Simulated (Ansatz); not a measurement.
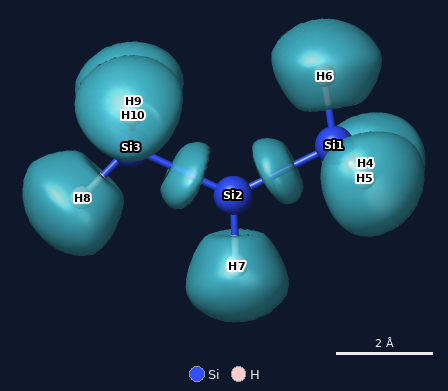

Figure. H$_{7}$Si$_{3}$ (SMILES [SiH3][SiH+][SiH3]) (charge +1). Isosurface of the ELF at 0.85 (cyan), seen at a tilt. Only the valence region is drawn (cores and ρ < 0.01 e/Å³ removed).

Geometry: PBE0-D4/def2-TZVP.

Level of theory: Ansatz, RKS PBE0-D4/def2-TZVPP.

```xyz
10

Si   -1.2044    1.1516   -1.3138
Si    0.1922   -0.5634   -0.4969
Si    1.0993   -0.7977    1.6687
H    -2.4078    0.4065   -1.7564
H    -0.4150    1.7007   -2.4429
H    -1.4462    2.1074   -0.2148
H     0.5180   -1.6070   -1.5051
H     1.9203   -2.0239    1.7063
H    -0.1162   -0.8387    2.5179
H     1.8597    0.4644    1.8370
```

Question: Identify the bonds, lone pairs and shells in this picture.

Answer: The ELF exceeds this value in two regions between bonded Si–Si atoms (shared pairs) and seven regions around hydrogen nuclei.

Values along the shortest contacts:
Si–Si (2.36 Å): the ELF peaks at about 1 between the atoms: a shared electron pair. Si–H (1.48 Å): the ELF climbs to about 1 towards the hydrogen, as it does in any bond to H.
